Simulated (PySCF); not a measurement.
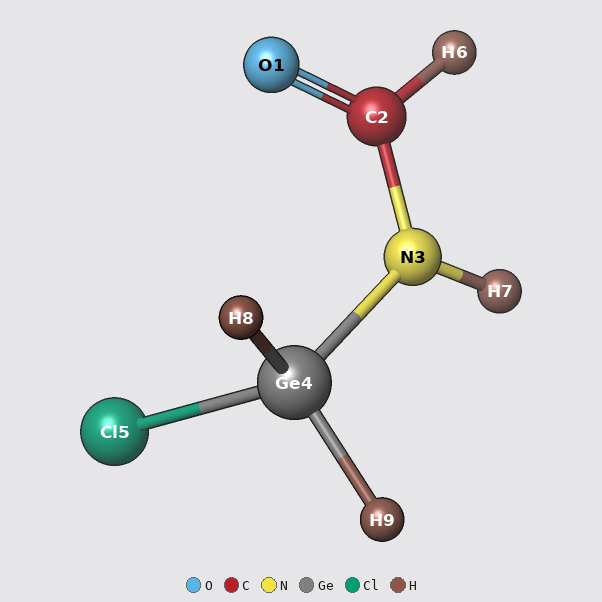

Computed geometry: PBE0-D3(BJ)/def2-SVP optimisation. No frequency run is at hand to confirm it as a minimum. Properties computed with delta-SCF UKS SCAN, pcX-2 on the ionised atom, pcseg-1 elsewhere, spin-free X2C (PySCF 2.14.0).

Give the core-electron binding energies (to vacuum; p and d levels without spin–orbit splitting) of O1 1s, C2 1s, N3 1s, Cl5 1s, Cl5 2p.

```csv
atom,level,binding energy (eV)
O1,1s,537.5
C2,1s,294.2
N3,1s,405.8
Cl5,1s,2828.3
Cl5,2p,206.2
```
